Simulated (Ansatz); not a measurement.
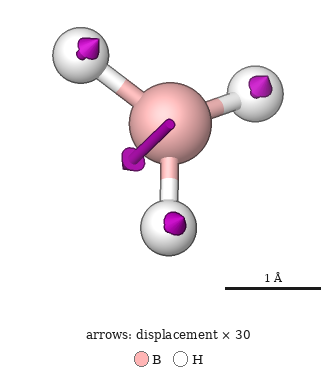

A relaxation of BH$_{3}$. The starting structure is drawn; purple arrows show the displacements, 30 times their true length. The two geometries are superimposed by the best rigid fit.

Style: ball-and-stick. Shown at a tilt.

It is one of the separated products of a reaction.

Computed with Ansatz 0.2.0, RKS PBE0-D4/def2-TZVP.

Input
```yaml
crystal:
  periodic: [false, false, false]
  atoms:
    - {symbol: B, position_ang: [0.446495, -1.377525, 0.315079]}
    - {symbol: H, position_ang: [-0.682357, -1.751904, 0.215198]}
    - {symbol: H, position_ang: [0.859103, -0.985076, 1.363954]}
    - {symbol: H, position_ang: [1.203501, -1.531857, -0.597781]}
basis:
  gaussian: {orbitals: def2-TZVP}
hamiltonian: {xc: pbe0, dispersion: d4}
relax: {f_tol: 0.005, max_steps: 200}
```

Launched with:
```bash
ansatz run in.yaml --threads 2 --pin off --events-out ev --progress --plain --max-ram 4352MiB
```

Question: What did the optimiser do to the structure, and how much energy did it gain?

Answer: The atom that moves furthest after the best rigid fit is B1 (0.036 Å). Largest moves by element: B 0.036 Å, H 0.012 Å. Over 1 accepted move (2 points after the start) the energy falls by 0.32 kcal/mol. The largest force component goes from 0.52 to 0.0034 eV/Å. The line search rejected the trial step at point 1 of the run.
